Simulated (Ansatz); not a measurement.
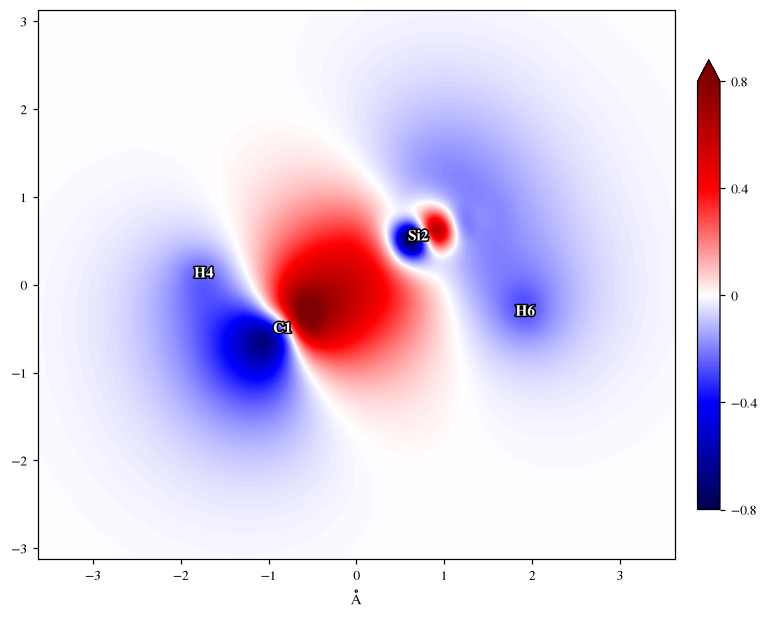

Figure. CH₆Si (SMILES C[SiH3]). The HOMO on the plane of atoms C1, Si2 and H6 (values in Å⁻³ᐟ²; the overall sign is arbitrary).

Geometry: PBE0-D4/def2-TZVP.

Level of theory: RKS PBE0-D4/def2-TZVPP (Ansatz 0.2.0).

The calculation's input:

```
crystal:
  periodic: [false, false, false]
  atoms:
    - {symbol: C, position_ang: [-0.169989, 0.232649, -0.947362]}
    - {symbol: Si, position_ang: [0.173933, -0.221708, 0.834524]}
    - {symbol: H, position_ang: [-1.229034, 0.105715, -1.182287]}
    - {symbol: H, position_ang: [0.406739, -0.398799, -1.626717]}
    - {symbol: H, position_ang: [0.098484, 1.273513, -1.140750]}
    - {symbol: H, position_ang: [-0.614764, 0.638065, 1.758206]}
    - {symbol: H, position_ang: [1.616791, -0.045602, 1.153256]}
    - {symbol: H, position_ang: [-0.190161, -1.640832, 1.095229]}
basis:
  gaussian: {orbitals: def2-TZVPP}
hamiltonian: {xc: pbe0, dispersion: d4}
output: {orbitals: {seedname: orbitals}}
```

Launched as:

```sh
ansatz run in.yaml --threads 4 --pin off --events-out ev --progress --plain --max-ram 10444MiB
```

Question: Describe this orbital and give its energy.

Answer: By Hirshfeld shares it lies mainly on C1 (about 45 %) and Si2 (about 30 %). Its energy is −9.23 eV.
